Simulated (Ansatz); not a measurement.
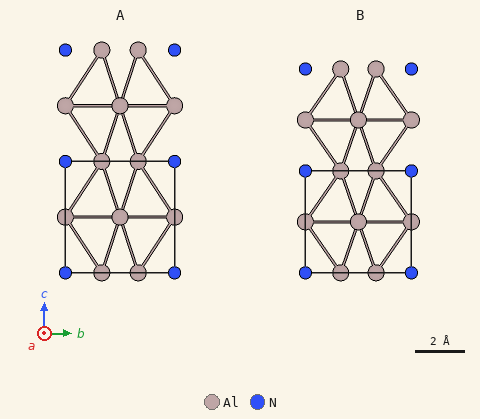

Two geometries of crystalline Al5N (a generated structure, set up in P6/mmm) (coarse preliminary run), drawn at one scale. One is the start of a relaxation, the other its converged end. A ball-and-stick model of the cell of the calculation, repeated 1 × 1 × 2 with one cell outlined, seen along the a axis.

Theory: DFT PBE, scalar-relativistic, plane waves, PAW (Ansatz). Settings: plane-wave cutoff 420 eV; k-point mesh 6 × 6 × 4; occupations gaussian; smearing width 0.1 eV; collinear spin; cell and atoms relaxed; force threshold 0.04 eV/Å; at most 70 steps.

Question: Which one is relaxed?

Answer: Structure A is the relaxed one. After 4 accepted moves (6 points after the start) the energy has fallen by 101 meV per atom. All forces vanish by symmetry, so only the cell relaxes. Pressure: 12.06 GPa at the start and 0.00 GPa at the end. At 2 points the geometry stayed and the basis and grid were re-selected for the new cell (energy shift of 4.5 meV per atom at most each time). The atoms keep their places relative to the cell (all moves are under 0.005 Å). The volume changes by +15.9 %, with a = b 5.075 → 5.227 Å (+3.0 %), c 4.225 → 4.618 Å (+9.3 %). Among the contacts that change: Al–Al 2.571 → 2.758 Å, Al–Al 2.538 → 2.614 Å. Among the angles between lasting bonds that change: Al–Al–Al 110.5° → 113.7°, Al–Al–Al 59.1° → 56.6°. The space group stays P6/mmm (No. 191). The run took 43 s on 1 thread of Intel(R) Xeon(R) Processor @ 2.70GHz, on a shared host, peak memory 0.41 GiB.

Limits of the set-up: the k-point mesh is coarse for a cell with partly filled bands.
